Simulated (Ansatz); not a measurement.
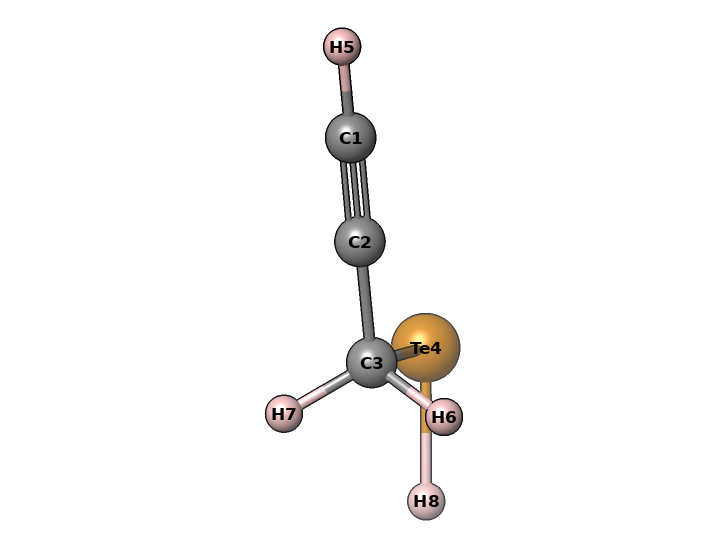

Te4 lies behind C3. The molecule seen a little off the C3–Te4 bond, C3 in front. Atoms fade into the background with distance from the viewer. The computed structure is the end point of a PBE-D4/def2-SVP optimisation. No frequency run is at hand to confirm it as a minimum.

Question: What is the torsion angle C2–C3–Te4–H8? The sign is positive where the front bond must turn clockwise to cover the back bond.

Answer: 180°, antiperiplanar (anti).
